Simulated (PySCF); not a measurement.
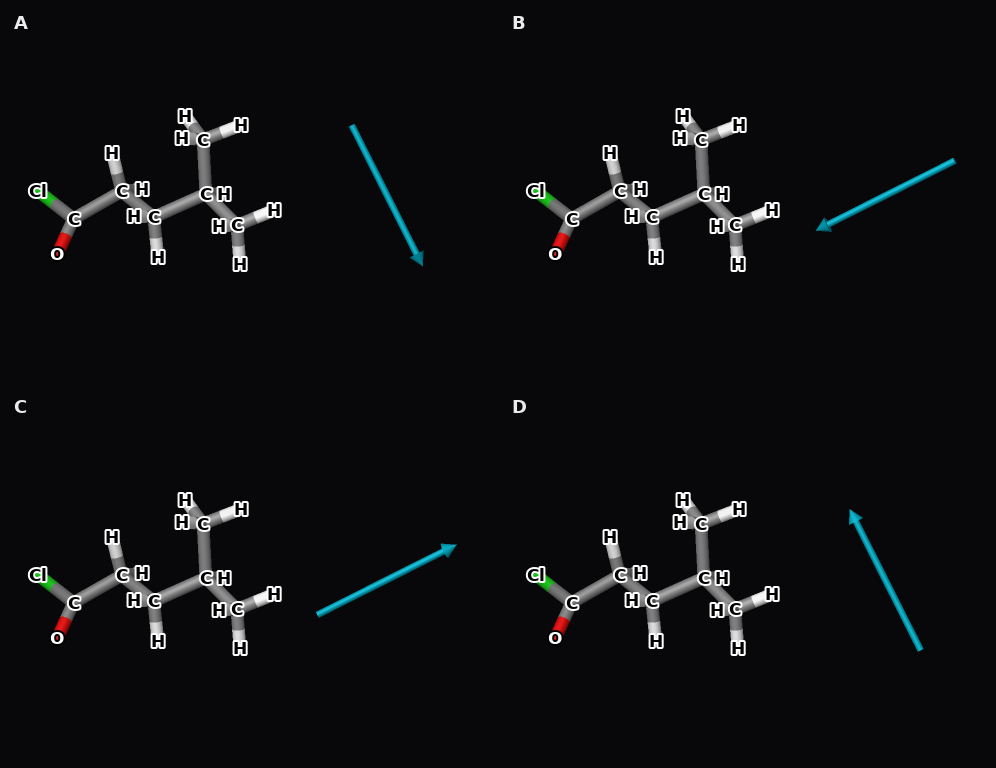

The same molecule four times, each with an arrow. The geometry was computed by an optimisation with GFN2-xTB. No frequency run is at hand to confirm it as a minimum. Properties computed with PBE0/pcSseg-1, gas phase (PySCF 2.14.0).

Which arrow points along the dipole moment, from the negative to the positive end?

C. The dipole moment is 3.20 D.
